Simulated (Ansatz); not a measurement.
## Ligand exchange: CH6Cl2Si2 + C2HClF4 → Si2H3Cl3 + C3H4F4

Gas-phase species: CH6Cl2Si2 `C[SiH2][SiH](Cl)Cl`, singlet; C2HClF4 `FC(Cl)C(F)(F)F`, singlet; Si2H3Cl3 `Cl[SiH2][SiH](Cl)Cl`, singlet; C3H4F4 `CC(F)C(F)(F)F`, singlet. The partners trade CH3 for Cl: Si–CH3 and C–Cl bonds give way to Si–Cl and C–CH3.

Shapes, held fixed at every level: PBE0-D4/def2-TZVP. Flexible molecules stand in one conformer, not always the lowest. Programs: Ansatz 0.2.0. The zero-point and thermal change to 298 K, harmonic and unscaled (PBE0-D4/def2-TZVP), is +5.4 kJ/mol.

```
               level                   kind  ΔH(298 K) (kJ/mol)  less CCSD(T)/CBS estimate
r2SCAN-D4/def2-TZVPP               meta-GGA              -126.0                       +6.4
 B3LYP-D4/def2-TZVPP          global hybrid              -127.8                       +4.6
        MP2/def2-SVP    perturbation theory              -130.6                       +1.8
      MP2/def2-TZVPP    perturbation theory              -131.6                       +0.8
       CCSD/def2-SVP  coupled cluster or CI              -132.7                       -0.3
     CCSD/def2-TZVPP  coupled cluster or CI              -132.6                       -0.2
CCSD(T)/CBS estimate  coupled cluster or CI              -132.4                        0.0
```

The highest level, CCSD(T)/CBS estimate, gives ΔH(298 K) = -132.4 kJ/mol; the levels span -132.7 to -126.0. The column of differences is taken from that level and isn't an error. No measured value is set beside it here. The CBS estimate extrapolates MP2 from def2-TZVPP and def2-QZVPP and adds CCSD(T) − MP2 in the triple-zeta set, cores frozen.

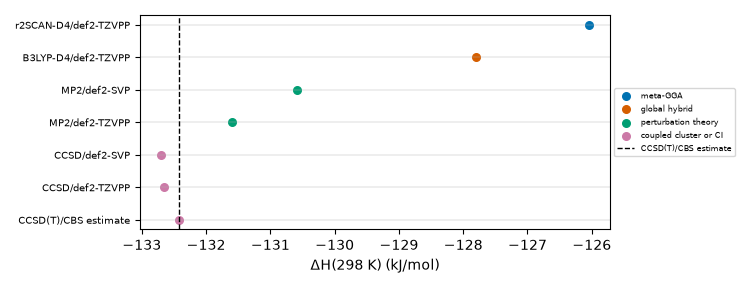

The values of the table, level by level.
